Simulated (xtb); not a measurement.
# Geometry relaxation of CuH₂O₂ (charge −1) (part 3 of 3)

Continued. System: CuH₂O₂, charge −1. Method: GFN2-xTB (xtb 6.7.1 later snapshot).  The settings are looser than a standard set-up, so the numbers are not reference values.

Geometry of the input (Å):
```
Cu 0.0280  -0.0545  -0.0191
O  -0.0035  0.0405  1.7017
H  -0.2825  0.8364  2.0367
O  0.0233  0.0516  -1.7970
H  0.3094  -0.8448  -1.9522
```

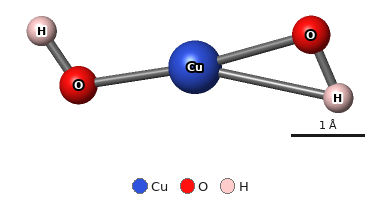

Fig. 1: The input geometry (ball-and-stick view, seen at a tilt). Sticks mark near contacts.

**Results in brief**

```csv
quantity,value
outcome,converged
electrons treated,26
total energy,−13.272791 hartree
dispersion energy,−0.001643 hartree
basis functions,20
HOMO,−2.53 eV
LUMO,4.72 eV
zero-point energy,0.023175 hartree
"wavenumbers, lowest and highest",152 and 3576 cm⁻¹
hardware,"1 thread of Arm Neoverse V1, 24 GiB of memory available, shared host"
peak memory,0.073 GiB
```

Settings chosen away from the usual ones: method = gfn2-xtb; task = optfreq; opt_level = crude; x = {}; partner = base. These settings are looser than, or depart from, a standard set-up, so the numbers are not reference values for this system. Notes on the run: -1- hessian_numhess: Hessian on incompletely optimized geometry!.
